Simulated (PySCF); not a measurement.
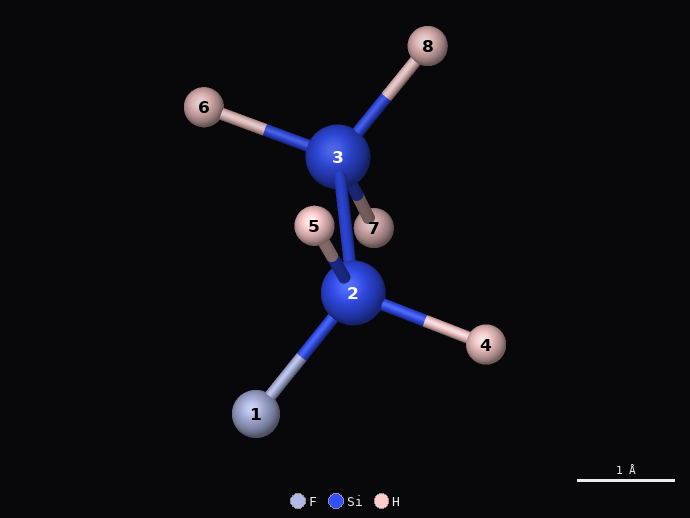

The atoms are numbered. Computed geometry: PBE0-D3(BJ)/def2-SVP optimisation. No frequency run is at hand to confirm it as a minimum.

Which atoms are bonded, and how long are the bonds?

```json
{"bond": "F1–Si2", "length (Å)": "1.633", "order": "single"}
{"bond": "Si2–Si3", "length (Å)": "2.342", "order": "single"}
{"bond": "Si2–H4", "length (Å)": "1.493", "order": "single"}
{"bond": "Si2–H5", "length (Å)": "1.493", "order": "single"}
{"bond": "Si3–H6", "length (Å)": "1.494", "order": "single"}
{"bond": "Si3–H7", "length (Å)": "1.494", "order": "single"}
{"bond": "Si3–H8", "length (Å)": "1.496", "order": "single"}
```
